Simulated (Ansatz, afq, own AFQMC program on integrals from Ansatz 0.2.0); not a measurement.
**GeHO (sextet): AFQMC on the coupled-cluster ladder, cc-pVTZ**

How near does AFQMC come to the top of the ladder for GeHO (sextet)?

Method: cc-pVTZ, frozen cores; program: Ansatz 0.2.0, Gaussian basis, and an in-house AFQMC program (afq) on its integrals; all values are calculated.

The runs, in order: PBE (unrestricted); r2SCAN (unrestricted); CCSD(T) on UHF; PBE0 (unrestricted); B3LYP (unrestricted); wB97M-V (unrestricted); CCSDT(Q) on UHF; B2PLYP (unrestricted); Phaseless AFQMC, CISD trial on UHF.

## Step 1: The geometry

The geometry is a PBE0/def2-TZVP stationary point (not a proven minimum) of the parent state, kept for this charge and spin. No spin-orbit coupling is included. The filled d shell of Ge may be among the frozen orbitals whatever the setting's name suggests; the logs give the count.

3 atoms, charge 0, spin multiplicity 6.

Atoms are counted from 1 here; the program's logs count them from 0.

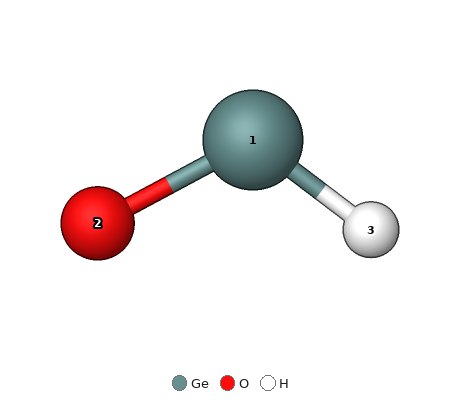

The structure; germanium teal, oxygen red, hydrogen white; atoms are numbered from 1 in the order of the file.

## Step 2: PBE (unrestricted)

File in.yaml:

```yaml
crystal:
  periodic: [false, false, false]
  atoms:
    - {symbol: Ge, position_ang: [0.000000, -0.037540, 0.321995]}
    - {symbol: O, position_ang: [0.000000, 0.086176, -1.528961]}
    - {symbol: H, position_ang: [0.000000, 1.337542, 1.064259]}
basis:
  gaussian: {orbitals: cc-pVTZ}
magnetization: {spin_polarized: true, initial_magnetization: 5}
hamiltonian: {xc: {name: PBE}}
output: {orbitals: {seedname: orbitals}}
```

Started as:

```bash
$ ansatz run in.yaml --threads 1 --pin off --events-out ev --progress --plain --max-ram 8192MiB --backend cpu
```

Log:

```text
Functional definition: PBE
  name "PBE"
  cite "Perdew, Burke & Ernzerhof, Phys. Rev. Lett. 77, 3865 (1996) doi:10.1103/PhysRevLett.77.3865"
  parent pbe
  parameter kappa = 0.804
  parameter beta = 0.06672455060314922
  exchange = pbe_x(kappa = kappa, mu = beta*pi^2/3)
  correlation = pbe_c(beta = beta)
584 factors; their error is unknown
mean field evaluation 1: about -58559.6897 eV, gradient 1.5e1 eV
mean field evaluation 2: about -58550.7229 eV, gradient 3.8e1 eV
mean field evaluation 4: about -58561.2561 eV, gradient 2.3e0 eV
mean field evaluation 8: about -58561.2877 eV, gradient 2.4e-1 eV
mean field evaluation 16: about -58561.2797 eV, gradient 1.1e-4 eV
mean field evaluation 32: about -58561.2597 eV, gradient 7.8e-1 eV
mean field -58561.27966286 eV, -2152.0873333489 hartree, gradient 1.5e-5 eV, S^2 8.754125; 7 other end points of the search recorded, 0 dependent functions left out
reference -58561.27969815 eV, -2152.0873346461 hartree; 23, 18 occupied and 64, 69 virtual orbitals, 584 factors
Total energy: -58561.27969815 eV, -2152.0873346461 hartree
```

Wall time 6.5 s (1 thread of AMD EPYC 7R13 (Zen 3), shared host); peak memory 1.6 GiB.

From the report: ⟨S²⟩ of the determinant 8.754 (pure sextet: 8.75).

## Step 3: r2SCAN (unrestricted)

Edit in.yaml of step 2 so:

```diff
@@ -9,3 +9,2 @@
 magnetization: {spin_polarized: true, initial_magnetization: 5}
-hamiltonian: {xc: {name: PBE}}
-output: {orbitals: {seedname: orbitals}}
+hamiltonian: {xc: {name: r2SCAN}}
```

The command is unchanged.

Log, shortened:

```text
Functional definition: r2SCAN
  name "r2SCAN"
  cite "Furness, Kaplan, Ning, Perdew & Sun, J. Phys. Chem. Lett. 11, 8208 (2020) doi:10.1021/acs.jpclett.0c02405"
  cite "Furness, Kaplan, Ning, Perdew & Sun, J. Phys. Chem. Lett. 11, 9248 (2020) doi:10.1021/acs.jpclett.0c03077"
  parent r2scan
[...]
584 factors; their error is unknown
[...]
mean field -58570.97983509 eV, -2152.4438081033 hartree, gradient 1.8e-5 eV, S^2 8.758306; 4 other end points of the search recorded, 0 dependent functions left out
reference -58570.97984766 eV, -2152.4438085653 hartree; 23, 18 occupied and 64, 69 virtual orbitals, 584 factors
Total energy: -58570.97984766 eV, -2152.4438085653 hartree
```

Wall time 8.5 s (1 thread of AMD EPYC 7R13 (Zen 3), shared host); peak memory 1.6 GiB.

From the report: ⟨S²⟩ of the determinant 8.758 (pure sextet: 8.75).

## Step 4: CCSD(T) on UHF

Edit in.yaml of step 3 so:

```diff
@@ -9,2 +9,2 @@
 magnetization: {spin_polarized: true, initial_magnetization: 5}
-hamiltonian: {xc: {name: r2SCAN}}
+correlation: {method: ccsd_t, electrons: outside_noble_gas, hamiltonian_folder: ham}
```

Started as:

```bash
$ ansatz run in.yaml --threads 1 --pin off --events-out ev --progress --plain --max-ram 24576MiB --backend cuda --devices 0, --max-vram 18GiB
```

Log, shortened:

```text
Functional definition: HF
  name "HF"
  cite "Fock, Z. Phys. 61, 126 (1930) doi:10.1007/BF01340294"
  parent pbe
[...]
542 factors; integrals over basis functions are off by at most 1.2e-3 eV
[...]
mean field -58520.19523035 eV, -2150.5775083023 hartree, gradient 6.0e-6 eV, S^2 8.762848; 11 other end points of the search recorded, 0 dependent functions left out
determinant -58520.19523035 eV, -2150.5775083023 hartree, with singles and doubles -58526.89411760 eV, -2150.8236878682 hartree
determinant -58518.95664534 eV, -2150.5319911426 hartree, with singles and doubles -58525.96501177 eV, -2150.7895438586 hartree
determinant -58518.91630226 eV, -2150.5305085620 hartree, with singles and doubles -58525.94041379 eV, -2150.7886398996 hartree
determinant -58517.98027742 eV, -2150.4961102836 hartree, with singles and doubles -58524.53081611 eV, -2150.7368381403 hartree
determinant -58517.06965885 eV, -2150.4626456683 hartree, with singles and doubles -58524.01194922 eV, -2150.7177701337 hartree
15 core orbitals not correlated: weight in the atoms' cores, before any rotation towards them, 0.828 or more for the frozen orbitals, at most 0.171 for the correlated occupied ones
reference -58520.19523035 eV, -2150.5775083023 hartree; 8, 3 occupied and 64, 69 virtual orbitals, 542 factors
second order -5.80953948 eV of doubles, -0.00000000 eV of singles
cycle   1  -6.64606286 eV  change   -7.4e-1 eV  update   1.9e-2
[...]
cycle  14  -6.67319999 eV  change    3.1e-6 eV  update   6.7e-6
perturbative correction -0.19175109 eV, -0.0070467228 hartree
Total energy: -58527.06018143 eV, -2150.8297906014 hartree
```

It took 17 s on 1 × NVIDIA H100 80GB HBM3 with 1 thread of AMD EPYC 7R13 (Zen 3), shared host; peak host memory 1.6 GiB.

From the report: ⟨S²⟩ of the determinant 8.763 (pure sextet: 8.75); correlation -6.8650 eV; T1 0.024; largest double amplitude 0.05.

This run also writes the integrals to the folder ham.

## Step 5: PBE0 (unrestricted)

Edit in.yaml of step 4 so:

```diff
@@ -9,2 +9,3 @@
 magnetization: {spin_polarized: true, initial_magnetization: 5}
-correlation: {method: ccsd_t, electrons: outside_noble_gas, hamiltonian_folder: ham}
+hamiltonian: {xc: {name: PBE0}}
+output: {orbitals: {seedname: orbitals}}
```

Started as:

```bash
$ ansatz run in.yaml --threads 1 --pin off --events-out ev --progress --plain --max-ram 8192MiB --backend cpu
```

Log:

```text
Functional definition: PBE0
  name "PBE0"
  cite "Adamo & Barone, J. Chem. Phys. 110, 6158 (1999) doi:10.1063/1.478522"
  cite "Perdew, Burke & Ernzerhof, Phys. Rev. Lett. 77, 3865 (1996) doi:10.1103/PhysRevLett.77.3865"
  parent pbe
  parameter a = 0.25
  parameter kappa = 0.804
  parameter beta = 0.06672455060314922
  exchange = (1 - a)*pbe_x(kappa = kappa, mu = beta*pi^2/3) + a*exact_x
  correlation = pbe_c(beta = beta)
641 factors; their error is unknown
mean field evaluation 1: about -58561.2896 eV, gradient 1.3e1 eV
mean field evaluation 2: about -58557.3969 eV, gradient 3.0e1 eV
mean field evaluation 4: about -58562.6378 eV, gradient 1.7e0 eV
mean field evaluation 8: about -58562.8677 eV, gradient 2.3e-1 eV
mean field evaluation 16: about -58562.8678 eV, gradient 6.2e-4 eV
mean field evaluation 32: about -58562.8605 eV, gradient 8.9e-1 eV
mean field -58562.86781169 eV, -2152.1456967422 hartree, gradient 2.2e-5 eV, S^2 8.755974; 3 other end points of the search recorded, 0 dependent functions left out
reference -58562.86783809 eV, -2152.1456977123 hartree; 23, 18 occupied and 64, 69 virtual orbitals, 641 factors
Total energy: -58562.86783809 eV, -2152.1456977123 hartree
```

Run time: 4.8 s. Hardware: 1 thread of AMD EPYC 7R13 (Zen 3), shared host; peak memory 1.6 GiB.

From the report: ⟨S²⟩ of the determinant 8.756 (pure sextet: 8.75).

## Step 6: B3LYP (unrestricted)

Edit in.yaml of step 5 so:

```diff
@@ -9,3 +9,2 @@
 magnetization: {spin_polarized: true, initial_magnetization: 5}
-hamiltonian: {xc: {name: PBE0}}
-output: {orbitals: {seedname: orbitals}}
+hamiltonian: {xc: {name: B3LYP}}
```

The command is unchanged.

Log, shortened:

```text
Functional definition: B3LYP
  name "B3LYP"
  cite "Stephens, Devlin, Chabalowski & Frisch, J. Phys. Chem. 98, 11623 (1994) doi:10.1021/j100096a001"
  cite "Becke, Phys. Rev. A 38, 3098 (1988) doi:10.1103/PhysRevA.38.3098"
  cite "Lee, Yang & Parr, Phys. Rev. B 37, 785 (1988) doi:10.1103/PhysRevB.37.785"
  cite "Vosko, Wilk & Nusair, Can. J. Phys. 58, 1200 (1980) doi:10.1139/p80-159"
[...]
641 factors; their error is unknown
[...]
mean field -58573.18192057 eV, -2152.5247332523 hartree, gradient 2.5e-5 eV, S^2 8.756687; 3 other end points of the search recorded, 0 dependent functions left out
reference -58573.18211102 eV, -2152.5247402512 hartree; 23, 18 occupied and 64, 69 virtual orbitals, 641 factors
Total energy: -58573.18211102 eV, -2152.5247402512 hartree
```

Wall time 3.7 s (1 thread of AMD EPYC 7R13 (Zen 3), shared host); peak memory 1.6 GiB.

From the report: ⟨S²⟩ of the determinant 8.757 (pure sextet: 8.75).

## Step 7: wB97M-V (unrestricted)

Edit in.yaml of step 6 so:

```diff
@@ -9,2 +9,3 @@
 magnetization: {spin_polarized: true, initial_magnetization: 5}
-hamiltonian: {xc: {name: B3LYP}}
+hamiltonian: {xc: {name: wB97M-V}}
+output: {orbitals: {seedname: orbitals}}
```

The command is unchanged.

Log, shortened:

```text
Functional definition: wB97M-V
  name "wB97M-V"
  cite "Mardirossian & Head-Gordon, J. Chem. Phys. 144, 214110 (2016) doi:10.1063/1.4952647"
  cite "Becke, J. Chem. Phys. 107, 8554 (1997) doi:10.1063/1.475007"
  cite "Vydrov & Van Voorhis, J. Chem. Phys. 133, 244103 (2010) doi:10.1063/1.3521275"
  # Of w^i u^j: cxij and so on, Table III.
[...]
  gx(w, u) = 1 - cx + cx01*u + cx10*w
  gss(w, u) = css00 + css04*u^4 + css10*w + css20*w^2 + css43*w^4*u^3
  gos(w, u) = cos00 + cos10*w + (cos20 + cos21*u)*w^2 + (cos60 + cos61*u)*w^6
[...]
      + integral(e_c_pw_mod_opposite_spin*gos(b97_w_opposite, b97_u_opposite)) + vv10(b, c)
634 factors; their error is unknown
119 factors; integrals over basis functions are off by at most 2.8e-5 eV
[...]
mean field -58568.14588966 eV, -2152.3396625298 hartree, gradient 2.8e-5 eV, S^2 8.756054; 3 other end points of the search recorded, 0 dependent functions left out
reference -58568.14592254 eV, -2152.3396637381 hartree; 23, 18 occupied and 64, 69 virtual orbitals, 634 factors
Total energy: -58568.14592254 eV, -2152.3396637381 hartree
```

Run time: 20 s. Hardware: 1 thread of AMD EPYC 7R13 (Zen 3), shared host; peak memory 1.6 GiB.

From the report: ⟨S²⟩ of the determinant 8.756 (pure sextet: 8.75).

## Step 8: CCSDT(Q) on UHF

Edit in.yaml of step 7 so:

```diff
@@ -9,3 +9,2 @@
 magnetization: {spin_polarized: true, initial_magnetization: 5}
-hamiltonian: {xc: {name: wB97M-V}}
-output: {orbitals: {seedname: orbitals}}
+correlation: {method: ccsdt_q, electrons: outside_noble_gas}
```

Started as:

```bash
$ ansatz run in.yaml --threads 1 --pin off --events-out ev --progress --plain --max-ram 24576MiB --backend cuda --devices 0, --max-vram 18GiB
```

Log, shortened:

```text
Functional definition: HF
  name "HF"
  cite "Fock, Z. Phys. 61, 126 (1930) doi:10.1007/BF01340294"
  parent pbe
[...]
1025 factors; integrals over basis functions are off by at most 2.2e-7 eV
[...]
mean field -58520.19537749 eV, -2150.5775137096 hartree, gradient 9.8e-6 eV, S^2 8.762848; 12 other end points of the search recorded, 0 dependent functions left out
determinant -58520.19537749 eV, -2150.5775137096 hartree, with singles and doubles -58526.89475113 eV, -2150.8237111500 hartree
determinant -58518.95678142 eV, -2150.5319961436 hartree, with singles and doubles -58525.96543095 eV, -2150.7895592632 hartree
determinant -58518.91643838 eV, -2150.5305135643 hartree, with singles and doubles -58525.94070552 eV, -2150.7886506206 hartree
determinant -58517.98051447 eV, -2150.4961189951 hartree, with singles and doubles -58524.53138379 eV, -2150.7368590023 hartree
determinant -58517.06987410 eV, -2150.4626535784 hartree, with singles and doubles -58524.01208460 eV, -2150.7177751090 hartree
determinant -58516.92004913 eV, -2150.4571476126 hartree, with singles and doubles -58523.88297786 eV, -2150.7130305237 hartree
15 core orbitals not correlated: weight in the atoms' cores, before any rotation towards them, 0.828 or more for the frozen orbitals, at most 0.171 for the correlated occupied ones
reference -58520.19537749 eV, -2150.5775137096 hartree; 8, 3 occupied and 64, 69 virtual orbitals, 1025 factors
second order -5.80954058 eV of doubles, -0.00000000 eV of singles
cycle   1  -6.41474046 eV  change   -6.1e-1 eV  update   6.7e-2
[...]
cycle  26  -6.89971277 eV  change    1.4e-7 eV  update   1.2e-6
perturbative correction -0.00648894 eV, -0.0002384641 hartree
Total energy: -58527.10157920 eV, -2150.8313119411 hartree
```

Wall time 29 s (1 × NVIDIA H100 80GB HBM3 with 1 thread of AMD EPYC 7R13 (Zen 3), shared host); peak host memory 1.6 GiB.

From the report: ⟨S²⟩ of the determinant 8.763 (pure sextet: 8.75); correlation -6.9062 eV; T1 0.032; largest double amplitude 0.06.

## Step 9: B2PLYP (unrestricted)

Edit in.yaml of step 8 so:

```diff
@@ -9,2 +9,3 @@
 magnetization: {spin_polarized: true, initial_magnetization: 5}
-correlation: {method: ccsdt_q, electrons: outside_noble_gas}
+hamiltonian: {xc: {name: B2PLYP}}
+correlation: {electrons: outside_noble_gas}
```

Started as:

```bash
$ ansatz run in.yaml --threads 1 --pin off --events-out ev --progress --plain --max-ram 8192MiB --backend cpu
```

Log, shortened:

```text
Functional definition: B2PLYP
  name "B2PLYP"
  cite "Grimme, J. Chem. Phys. 124, 034108 (2006) doi:10.1063/1.2148954"
  cite "Becke, Phys. Rev. A 38, 3098 (1988) doi:10.1103/PhysRevA.38.3098"
  cite "Lee, Yang & Parr, Phys. Rev. B 37, 785 (1988) doi:10.1103/PhysRevB.37.785"
[...]
542 factors; integrals over basis functions are off by at most 1.2e-3 eV
[...]
mean field -58557.47070793 eV, -2151.9473568372 hartree, gradient 8.2e-6 eV, S^2 8.759192; 4 other end points of the search recorded, 0 dependent functions left out
15 core orbitals not correlated: weight in the atoms' cores, before any rotation towards them, 0.847 or more for the frozen orbitals, at most 0.151 for the correlated occupied ones
reference -58557.47082807 eV, -2151.9473612523 hartree; 8, 3 occupied and 64, 69 virtual orbitals, 542 factors
second order -7.14253342 eV of doubles, -0.00000000 eV of singles
Total energy: -58559.39931210 eV, -2152.0182317330 hartree
```

Run time: 6 s. Hardware: 1 thread of AMD EPYC 7R13 (Zen 3), shared host; peak memory 1.6 GiB.

From the report: ⟨S²⟩ of the determinant 8.759 (pure sextet: 8.75).

## Step 10: Phaseless AFQMC, CISD trial on UHF

It reads the integrals that the CCSD(T) run on this determinant wrote.

Started as:

```bash
$ afq ham --method phaseless --trial cisd --walkers 1200 --populations 20 --least-time 60 --time-step 0.005 --steps-per-block 50 --equilibration-blocks 28 --max-blocks 4000 --target-error 0.0002 --factor-cut 1e-05 --start spin_pure --seed 18 --release-times 0.24,0.5,1,1.5 --release-step 0.02 --release-every 3 --taylor-order 6
```

Log:

```text
orbitals 72  electrons 8 3  factors 492 of 542
reference energy -2150.57750830 Eh
CCSD correlation -0.24523551 Eh in 17 cycles, weight of the determinant in the CISD state 0.8987
energy of the start -2150.822457 Eh
 block  time / (1/Eh)  mean weight  energy / Eh
     1     0.250  1.0000  -2150.821825
     2     0.500  1.0002  -2150.823872
     3     0.750  0.9997  -2150.825653
     4     1.000  1.0004  -2150.827467
     5     1.250  1.0000  -2150.828123
     6     1.500  0.9995  -2150.829024
     7     1.750  0.9998  -2150.829862
     8     2.000  0.9991  -2150.829984
     9     2.250  1.0006  -2150.830746
    10     2.500  0.9999  -2150.830773
    11     2.750  1.0003  -2150.829844
    12     3.000  1.0004  -2150.830668
    13     3.250  1.0002  -2150.831009
    14     3.500  0.9995  -2150.829498
    15     3.750  1.0004  -2150.831289
    16     4.000  1.0002  -2150.830991
    17     4.250  0.9999  -2150.831362
    18     4.500  0.9995  -2150.831235
    19     4.750  1.0000  -2150.830785
    20     5.000  1.0001  -2150.829833
    21     5.250  0.9996  -2150.829950
    22     5.500  0.9995  -2150.830397
    23     5.750  1.0000  -2150.829746
    24     6.000  0.9999  -2150.830698
    25     6.250  1.0004  -2150.830259
    26     6.500  0.9994  -2150.830484
    27     6.750  1.0000  -2150.830625
    28     7.000  0.9996  -2150.830740
    29     7.250  1.0000  -2150.830809
    30     7.500  1.0000  -2150.830035
    31     7.750  1.0004  -2150.831154
    32     8.000  0.9996  -2150.831528
    33     8.250  0.9996  -2150.832200
    34     8.500  0.9999  -2150.831744
    35     8.750  1.0002  -2150.830445
    36     9.000  1.0000  -2150.830113
    37     9.250  1.0000  -2150.830183
    38     9.500  1.0011  -2150.829862
    39     9.750  1.0001  -2150.830522
    40    10.000  0.9993  -2150.831381
    41    10.250  0.9995  -2150.829783
    42    10.500  1.0002  -2150.830866
    43    10.750  0.9999  -2150.830896
    44    11.000  0.9992  -2150.830428
    45    11.250  0.9997  -2150.830216
    46    11.500  0.9994  -2150.830699
    47    11.750  1.0008  -2150.830615
    48    12.000  0.9996  -2150.830091
    49    12.250  1.0007  -2150.830170
    50    12.500  1.0010  -2150.830750
    51    12.750  0.9999  -2150.830421
    52    13.000  0.9992  -2150.830938
    53    13.250  0.9999  -2150.830104
    54    13.500  1.0005  -2150.832352
    55    13.750  1.0010  -2150.831195
    56    14.000  0.9997  -2150.830621
    57    14.250  1.0008  -2150.831238
    58    14.500  1.0007  -2150.831543
    59    14.750  1.0001  -2150.832173
    60    15.000  1.0009  -2150.831663
    61    15.250  1.0009  -2150.831013
    62    15.500  0.9986  -2150.831555
    63    15.750  1.0003  -2150.831139
    64    16.000  1.0007  -2150.832102
    65    16.250  1.0004  -2150.832769
    66    16.500  1.0005  -2150.831740
    67    16.750  0.9998  -2150.830199
    68    17.000  0.9993  -2150.829740
    69    17.250  0.9999  -2150.831271
    70    17.500  1.0001  -2150.831165
    71    17.750  1.0008  -2150.830521
    72    18.000  0.9997  -2150.830940
    73    18.250  0.9993  -2150.831096
    74    18.500  0.9994  -2150.829541
    75    18.750  0.9988  -2150.829744
    76    19.000  0.9996  -2150.830012
    77    19.250  1.0005  -2150.830785
    78    19.500  0.9996  -2150.830903
error from the spread of 20 populations
released: time / (1/Eh)  energy / Eh  error  mean overlap
  0.24  -2150.831081  0.000289  0.9924
  0.50  -2150.831256  0.000240  0.9852
  1.00  -2150.831030  0.000176  0.9844
  1.50  -2150.831249  0.000198  0.9800
energy -2150.830860 +/- 0.000193 Eh
```

Wall time 31 s (1 × NVIDIA H100 80GB HBM3 with 2 threads of AMD EPYC 7R13 (Zen 3), shared host); peak host memory 1.7 GiB.

Energy -58527.0893 ± 0.0053 eV. Caveats: constraint bias not in the error.

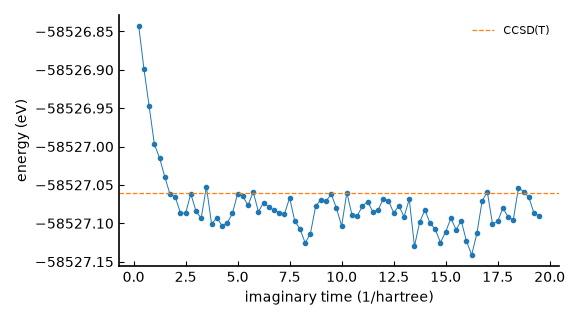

Block energies along the walk.

## Step 11: AFQMC on the ladder

On the UHF determinant, counted from CCSDT(Q) (a yardstick, not exact):

| level | energy (eV) | from CCSDT(Q) (kJ/mol) | statistical error (kJ/mol) | time |
| --- | --- | --- | --- | --- |
| HF | -58520.1952 | +666.4 |  |  |
| MP2 | -58526.0048 | +105.8 |  |  |
| CCSD | -58526.8684 | +22.5 |  |  |
| CCSD(T) | -58527.0602 | +4.0 |  |  |
| CCSDT(Q) | -58527.1016 | 0.0 |  |  |
| Phaseless AFQMC, CISD trial, step 0.005, 1200 walkers | -58527.0893 | +1.2 | 0.5 | 31 s |

The functionals' totals stand on their own zeros and serve differences with other points: PBE -58561.280 eV; r2SCAN -58570.980 eV; PBE0 -58562.868 eV; B3LYP -58573.182 eV; wB97M-V -58568.146 eV; B2PLYP -58559.399 eV.

## Step 12: Outcome

| quantity | value |
| --- | --- |
| CCSD(T) on UHF from CCSDT(Q) | +4.0 kJ/mol |
| Phaseless AFQMC, CISD trial on UHF from CCSDT(Q) | +1.2 ± 0.5 kJ/mol |

What this shows: On UHF the phaseless walk with the CISD trial lies +1.2 kJ/mol from CCSDT(Q), within three error bars. Error bars are statistical and leave out the constraint, the time step and what remains of the start.
